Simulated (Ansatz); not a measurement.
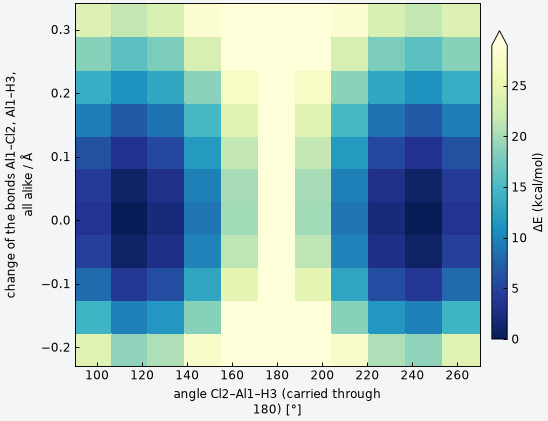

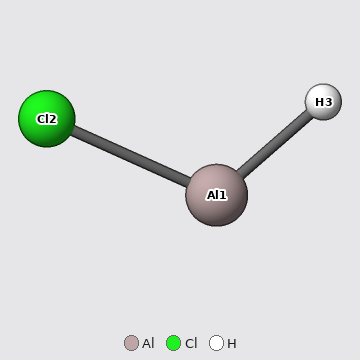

Energy landscape of AlClH, SMILES [AlH][Cl], spin multiplicity 2. First axis: angle Cl2–Al1–H3 (carried through 180). Second axis: change of the bonds Al1–Cl2, Al1–H3, all alike. Nothing is relaxed (all other coordinates rigid). The grid has 11 × 11 points; 66 points were computed and 55 follow by symmetry. Points are written as (first, second). All energies are given in kcal/mol relative to the lowest grid point. Energies and slopes of some neighbouring points disagree (a jump in structure or state, or too coarse a mesh). Theory: UHF-MP2, frozen core/def2-TZVP in Ansatz.

In the figure: one coloured cell a grid point, one colour for all values above the top of the scale. The second picture is the structure at the lowest point.

### What does the map say about the system?

The lowest grid point is at (114.6°, 0.004 Å). The same energy is found at (245.4°, 0.004 Å). The highest grid point, (180.0°, −0.204 Å), lies 54.9 kcal/mol above the lowest.

Grid values (kcal/mol):

| second ↓, first → | 98.3 | 114.6 | 131.0 | 147.3 | 163.7 | 180.0 | 196.3 | 212.7 | 229.0 | 245.4 | 261.7 |
| --- | --- | --- | --- | --- | --- | --- | --- | --- | --- | --- | --- |
| 0.315 | 23.8 | 21.6 | 23.3 | 28.2 | 34.9 | 38.2 | 34.9 | 28.2 | 23.3 | 21.6 | 23.8 |
| 0.263 | 18.5 | 16.1 | 18.0 | 23.3 | 30.8 | 35.1 | 30.8 | 23.3 | 18.0 | 16.1 | 18.5 |
| 0.211 | 13.6 | 11.1 | 13.0 | 18.7 | 27.2 | 32.5 | 27.2 | 18.7 | 13.0 | 11.1 | 13.6 |
| 0.159 | 9.5 | 6.7 | 8.8 | 14.8 | 24.0 | 30.7 | 24.0 | 14.8 | 8.8 | 6.7 | 9.5 |
| 0.107 | 6.2 | 3.3 | 5.3 | 11.7 | 21.6 | 29.7 | 21.6 | 11.7 | 5.3 | 3.3 | 6.2 |
| 0.056 | 4.2 | 0.9 | 3.0 | 9.6 | 20.2 | 29.9 | 20.2 | 9.6 | 3.0 | 0.9 | 4.2 |
| 0.004 | 3.5 | 0.0 | 2.1 | 8.9 | 19.9 | 32.4 | 19.9 | 8.9 | 2.1 | 0.0 | 3.5 |
| −0.048 | 4.7 | 0.8 | 2.9 | 9.8 | 21.2 | 35.7 | 21.2 | 9.8 | 2.9 | 0.8 | 4.7 |
| −0.100 | 8.1 | 3.9 | 5.8 | 12.8 | 24.5 | 40.1 | 24.5 | 12.8 | 5.8 | 3.9 | 8.1 |
| −0.152 | 14.3 | 9.7 | 11.4 | 18.5 | 30.3 | 46.3 | 30.3 | 18.5 | 11.4 | 9.7 | 14.3 |
| −0.204 | 24.0 | 18.8 | 20.4 | 27.5 | 39.3 | 54.9 | 39.3 | 27.5 | 20.4 | 18.8 | 24.0 |

The input of one point:

```yaml
crystal:
  periodic: [false, false, false]
  atoms:
    - { symbol: Al, position_ang: [-0.201489, -0.633274, -0.187312] }
    - { symbol: Cl, position_ang: [1.472986, 0.177044, 0.828592] }
    - { symbol: H, position_ang: [-1.280806, 0.441511, -0.647596] }
magnetization:
  spin_polarized: true
  initial_magnetization: 1
basis:
  gaussian: { orbitals: def2-TZVP }
hamiltonian:
  xc: hf
output:
  forces: true
correlation:
  method: mp2
scf:
  omitted_lower_state_checks: [cluster_reference]
```

Each point was launched as `ansatz run input.yaml --threads 1 --pin off --max-ram 2048MiB --backend cpu --events-out ev --progress --plain --runs-dir out`. Time for the 66 points that were run: 4.2 min on 1 thread of Intel(R) Xeon(R) Platinum 8488C (Sapphire Rapids) (shared host).
